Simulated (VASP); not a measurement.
Band structure of Se (relaxed from the bcc structure, space group Im-3m). Computed with r2SCAN meta-GGA, VASP's PBE PAW potentials (set 64) (plane waves; VASP).

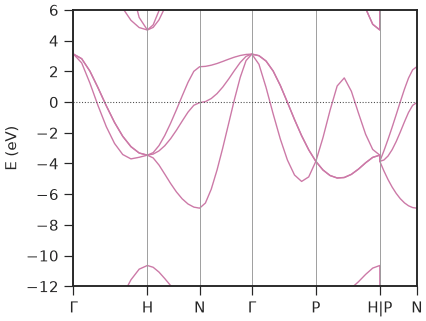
Figure: Bands along high-symmetry lines, zero at the valence-band maximum or, without a gap, the Fermi level

Task: Read the plot: is there a gap, and where are the band edges?

Result: It has no gap at this level: it comes out as a metal or semimetal.

The structure was generated: Se was put into the bcc type (Im-3m), which need not be its known phase. It was relaxed first.
